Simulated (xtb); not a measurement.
## Run report: PF₅, geometry relaxation (part 2 of 2)

The same run, continued: PF₅, SMILES FP(F)(F)(F)F; GFN2-xTB (xtb 6.7.1 later snapshot). The geometry comes from this level: GFN2-xTB.

Geometry of the input (Å):
```
F  -0.0287  -1.2015  0.9928
P  -0.0007  0.0001  -0.0002
F  -1.3287  0.5385  -0.6151
F  0.1548  -1.0103  -1.2173
F  1.3584  0.6643  -0.3787
F  -0.1551  1.0089  1.2184
```

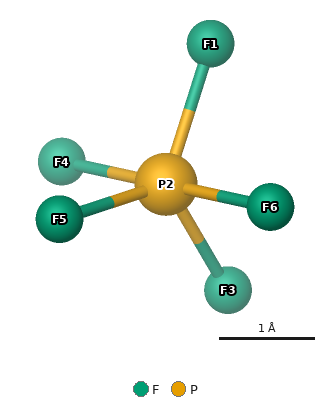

The geometry at step 2 of the log (ball-and-stick view, seen at a tilt; atoms are numbered from 1 in the order of the input).

What the program printed, continued:
```
 ANCopt (total)                0 d,  0 h,  0 min,  0.015 sec
 optimizer setup                ...        0 min,  0.000 sec (  0.609%)
 model hessian                  ...        0 min,  0.000 sec (  0.946%)
 ANC generation                 ...        0 min,  0.000 sec (  0.481%)
 coordinate transformation      ...        0 min,  0.000 sec (  0.195%)
 single point calculation       ...        0 min,  0.014 sec ( 93.094%)
 optimization log               ...        0 min,  0.000 sec (  1.780%)
 hessian update                 ...        0 min,  0.000 sec (  0.111%)
 rational function              ...        0 min,  0.000 sec (  1.632%)

================
 final structure:
================
6
 xtb: 6.7.1
F           -0.02904877698020       -1.20211231088746        0.99302180229021
P           -0.00013258953040       -0.00003582777870        0.00001527684659
F           -1.32828970610817        0.53801064573236       -0.61486542388192
F            0.15406965805741       -1.00952415893200       -1.21701544398732
F            1.35857782052478        0.66471618170942       -0.37850432368416
F           -0.15517640596344        1.00895547015638        1.21734811241660

 Bond Distances (Angstroems)
 ---------------------------
F1-P2=1.5595         P2-F1=1.5595         P2-F3=1.5594         P2-F4=1.5887         P2-F5=1.5593         P2-F6=1.5887
F3-P2=1.5594         F4-P2=1.5887         F5-P2=1.5593         F6-P2=1.5887
 P  F  Rav=1.5711 sigma=0.0144  Rmin=1.5593  Rmax=1.5887     5

 selected bond angles (degree)
 --------------------
F3-P2-F1=120.08                F4-P2-F1= 89.99                F4-P2-F3= 89.99                F5-P2-F1=119.96
F5-P2-F3=119.96                F5-P2-F4= 90.02                F6-P2-F1= 89.99                F6-P2-F3= 89.99
F6-P2-F4=179.96                F6-P2-F5= 90.02

 selected dihedral angles (degree)
 ---------------------------------

           -------------------------------------------------
          |                Final Singlepoint                |
           -------------------------------------------------

          ...................................................
          :                      SETUP                      :
          :.................................................:
          :  # basis functions                  30          :
          :  # atomic orbitals                  29          :
          :  # shells                           13          :
          :  # electrons                        40          :
          :  max. iterations                   250          :
          :  Hamiltonian                  GFN2-xTB          :
          :  restarted?                      false          :
          :  GBSA solvation                  false          :
          :  PC potential                    false          :
          :  electronic temp.          300.0000000     K    :
          :  accuracy                    1.0000000          :
          :  -> integral cutoff          0.2500000E+02      :
          :  -> integral neglect         0.1000000E-07      :
          :  -> SCF convergence          0.1000000E-05 Eh   :
          :  -> wf. convergence          0.1000000E-03 e    :
          :  Broyden damping             0.4000000          :
          :  net charge                          0          :
          :  unpaired electrons                  0          :
          ...................................................

 iter      E             dE          RMSdq      gap      omega  full diag
   1    -26.4191580 -0.264192E+02  0.427E-05   12.53       0.0  T
   2    -26.4191580  0.177636E-13  0.267E-05   12.53    1529.7  T
   3    -26.4191580 -0.319744E-13  0.174E-06   12.53   23463.7  T

   *** convergence criteria satisfied after 3 iterations ***

         #    Occupation            Energy/Eh            Energy/eV
      -------------------------------------------------------------
         1        2.0000           -0.9055964             -24.6425
       ...           ...                  ...                  ...
        14        2.0000           -0.5877126             -15.9925
        15        2.0000           -0.5688373             -15.4789
        16        2.0000           -0.5573497             -15.1663
        17        2.0000           -0.5573181             -15.1654
        18        2.0000           -0.5568313             -15.1522
        19        2.0000           -0.5568162             -15.1517
        20        2.0000           -0.5558718             -15.1260 (HOMO)
        21                         -0.0955707              -2.6006 (LUMO)
        22                         -0.0949440              -2.5836
        23                         -0.0464364              -1.2636
        24                          0.2316166               6.3026
        25                          0.2699142               7.3447
       ...                                ...                  ...
        29                          2.0136089              54.7931
      -------------------------------------------------------------
                  HL-Gap            0.4603011 Eh           12.5254 eV
             Fermi-level           -0.3257213 Eh           -8.8633 eV

 SCC (total)                   0 d,  0 h,  0 min,  0.003 sec
 SCC setup                      ...        0 min,  0.000 sec (  1.741%)
 Dispersion                     ...        0 min,  0.000 sec (  0.464%)
 classical contributions        ...        0 min,  0.000 sec (  0.192%)
 integral evaluation            ...        0 min,  0.001 sec ( 24.980%)
 iterations                     ...        0 min,  0.001 sec ( 22.766%)
 molecular gradient             ...        0 min,  0.002 sec ( 47.402%)
 printout                       ...        0 min,  0.000 sec (  2.006%)

         :::::::::::::::::::::::::::::::::::::::::::::::::::::
         ::                     SUMMARY                     ::
         :::::::::::::::::::::::::::::::::::::::::::::::::::::
         :: total energy             -26.372000476617 Eh    ::
         :: gradient norm              0.000076064565 Eh/a0 ::
         :: HOMO-LUMO gap             12.525430609461 eV    ::
         ::.................................................::
         :: SCC energy               -26.419157729824 Eh    ::
         :: -> isotropic ES            0.083145431418 Eh    ::
         :: -> anisotropic ES         -0.002737665829 Eh    ::
         :: -> anisotropic XC         -0.013543159312 Eh    ::
         :: -> dispersion             -0.003206659354 Eh    ::
         :: repulsion energy           0.047157253207 Eh    ::
         :: add. restraining           0.000000000000 Eh    ::
         :: total charge              -0.000000000000 e     ::
         :::::::::::::::::::::::::::::::::::::::::::::::::::::

           -------------------------------------------------
          |                Property Printout                |
           -------------------------------------------------

    * Orbital Energies and Occupations

         #    Occupation            Energy/Eh            Energy/eV
      -------------------------------------------------------------
         1        2.0000           -0.9055964             -24.6425
       ...           ...                  ...                  ...
         8        2.0000           -0.6471697             -17.6104
         9        2.0000           -0.6309577             -17.1692
        10        2.0000           -0.5977280             -16.2650
        11        2.0000           -0.5977129             -16.2646
        12        2.0000           -0.5923074             -16.1175
        13        2.0000           -0.5922650             -16.1164
        14        2.0000           -0.5877126             -15.9925
        15        2.0000           -0.5688373             -15.4789
        16        2.0000           -0.5573497             -15.1663
        17        2.0000           -0.5573181             -15.1654
        18        2.0000           -0.5568313             -15.1522
        19        2.0000           -0.5568162             -15.1517
        20        2.0000           -0.5558718             -15.1260 (HOMO)
        21                         -0.0955707              -2.6006 (LUMO)
        22                         -0.0949440              -2.5836
        23                         -0.0464364              -1.2636
        24                          0.2316166               6.3026
        25                          0.2699142               7.3447
        26                          0.2701853               7.3521
        27                          1.0668359              29.0301
        28                          1.0691014              29.0917
        29                          2.0136089              54.7931
      -------------------------------------------------------------
                  HL-Gap            0.4603011 Eh           12.5254 eV
             Fermi-level           -0.3257213 Eh           -8.8633 eV

     #   Z          covCN         q      C6AA      α(0)
     1   9          0.742    -0.219    11.437     3.994
     2  15          3.702     1.239   115.684    19.321
     3   9          0.742    -0.219    11.437     3.994
     4   9          0.742    -0.291    12.225     4.129
     5   9          0.742    -0.219    11.437     3.994
     6   9          0.742    -0.291    12.225     4.129

 Mol. C6AA /au·bohr⁶  :        748.797753
 Mol. C8AA /au·bohr⁸  :      21884.334148
 Mol. α(0) /au        :         39.561617

Wiberg/Mayer (AO) data.
largest (>0.10) Wiberg bond orders for each atom

 ---------------------------------------------------------------------------
     #   Z sym  total        # sym  WBO       # sym  WBO       # sym  WBO
 ---------------------------------------------------------------------------
     1   9      1.222 --     2      1.081
     2  15      5.198 --     5      1.082     3      1.081     1      1.081
                             6      0.977     4      0.977
     3   9      1.222 --     2      1.081
     4   9      1.123 --     2      0.977
     5   9      1.222 --     2      1.082
     6   9      1.123 --     2      0.977
 ---------------------------------------------------------------------------

Topologies differ in total number of bonds
Writing topology from bond orders to xtbtopo.mol

molecular dipole:
                 x           y           z       tot (Debye)
 q only:       -0.000       0.000      -0.000
   full:       -0.000       0.000      -0.000       0.001
molecular quadrupole (traceless):
                xx          xy          yy          xz          yz          zz
 q only:        1.167       0.225      -0.254       0.266      -1.748      -0.913
  q+dip:        1.549       0.299      -0.337       0.353      -2.320      -1.212
   full:        1.746       0.338      -0.380       0.397      -2.614      -1.366

           -------------------------------------------------
          |                Geometry Summary                 |
           -------------------------------------------------

      molecular mass/u    :      125.9657778
   center of mass at/Å    :       -0.0000126      -0.0000019       0.0000015
  moments of inertia/u·Å² :        0.1385882E+03   0.1651352E+03   0.1652613E+03
rotational constants/cm⁻¹ :        0.1216383E+00   0.1020838E+00   0.1020060E+00

 * 5 selected distances

     #   Z          #   Z                                           value/Å
     1   9          2  15                                         1.5594507
     2  15          3   9                                         1.5593505
     2  15          4   9                                         1.5887131 (max)
     2  15          5   9                                         1.5592520 (min)
     2  15          6   9                                         1.5887107

 * 1 distinct bonds (by element types)

   Z      Z             #   av. dist./Å        max./Å        min./Å
   9 F   15 P           5     1.5710954     1.5887131     1.5592520

optimized geometry written to: xtbopt.xyz

           -------------------------------------------------
          | TOTAL ENERGY              -26.372000476617 Eh   |
          | GRADIENT NORM               0.000076064565 Eh/α |
          | HOMO-LUMO GAP              12.525430609461 eV   |
           -------------------------------------------------

------------------------------------------------------------------------
------------------------------------------------------------------------
 total:
 *  cpu-time:     0 d,  0 h,  0 min,  0.036 sec
 * ratio c/w:     1.000 speedup
 SCF:
 *  cpu-time:     0 d,  0 h,  0 min,  0.006 sec
 * ratio c/w:     1.000 speedup
 ANC optimizer:
 *  cpu-time:     0 d,  0 h,  0 min,  0.019 sec
 * ratio c/w:     0.999 speedup
```

File xtbopt.xyz:
```
6
 energy: -26.372000476617 gnorm: 0.000076064565 xtb: 6.7.1
F           -0.02904877698020       -1.20211231088746        0.99302180229021
P           -0.00013258953040       -0.00003582777870        0.00001527684659
F           -1.32828970610817        0.53801064573236       -0.61486542388192
F            0.15406965805741       -1.00952415893200       -1.21701544398732
F            1.35857782052478        0.66471618170942       -0.37850432368416
F           -0.15517640596344        1.00895547015638        1.21734811241660
```

Standard error:
```
normal termination of xtb
```

Trajectory as extended XYZ (Å, eV, eV/Å), 4 frames, from step=0 to step=3:
```
6
Properties=species:S:1:pos:R:3 step=0 energy=-717.61866
F    -0.0287   -1.2015    0.9928
P    -0.0007    0.0001   -0.0002
F    -1.3287    0.5385   -0.6151
F     0.1548   -1.0103   -1.2173
F     1.3584    0.6643   -0.3787
F    -0.1551    1.0089    1.2184
6
Properties=species:S:1:pos:R:3 step=1 energy=-717.61868
F    -0.0288   -1.2018    0.9929
P    -0.0004    0.0001   -0.0001
F    -1.3284    0.5383   -0.6150
F     0.1543   -1.0100   -1.2171
F     1.3585    0.6645   -0.3785
F    -0.1552    1.0089    1.2179
6
Properties=species:S:1:pos:R:3 step=2 energy=-717.61869
F    -0.0290   -1.2021    0.9930
P    -0.0002    0.0000    0.0000
F    -1.3282    0.5381   -0.6149
F     0.1540   -1.0096   -1.2170
F     1.3586    0.6647   -0.3785
F    -0.1552    1.0089    1.2174
6
Properties=species:S:1:pos:R:3 step=3 energy=-717.61869
F    -0.0290   -1.2021    0.9930
P    -0.0001    0.0000    0.0000
F    -1.3283    0.5380   -0.6149
F     0.1541   -1.0095   -1.2170
F     1.3586    0.6647   -0.3785
F    -0.1552    1.0090    1.2173
```

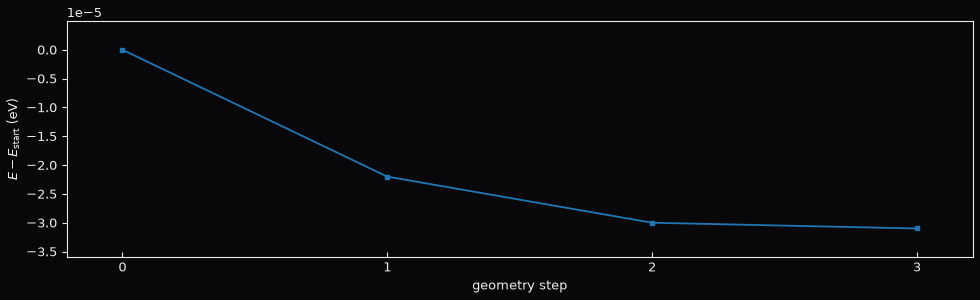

Progress of the relaxation, step by step (steps are counted from 0). No atom moves by more than 0.005 Å after the best rigid fit. After 3 geometry steps the energy has fallen by next to nothing (0.0 eV).

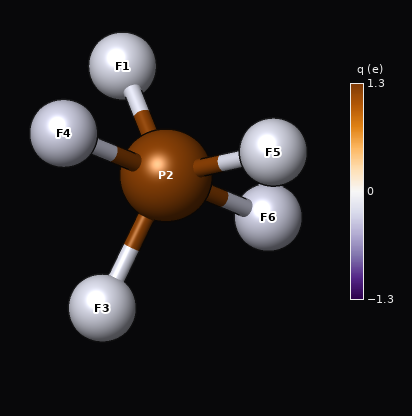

Mulliken charges, as the colour of each atom (ball-and-stick view, seen at a tilt; atoms are numbered from 1 in the order of the input). By element: F −0.29 to −0.22 and P +1.24 e.

Results in brief:

| quantity | value |
| --- | --- |
| outcome | converged |
| electrons treated | 40 |
| total energy | −26.372000 hartree |
| dispersion energy | −0.003207 hartree |
| basis functions | 30 |
| HOMO | −15.13 eV |
| LUMO | −2.60 eV |
| dipole moment | 0.00 D |
| peak memory | 0.077 GiB |
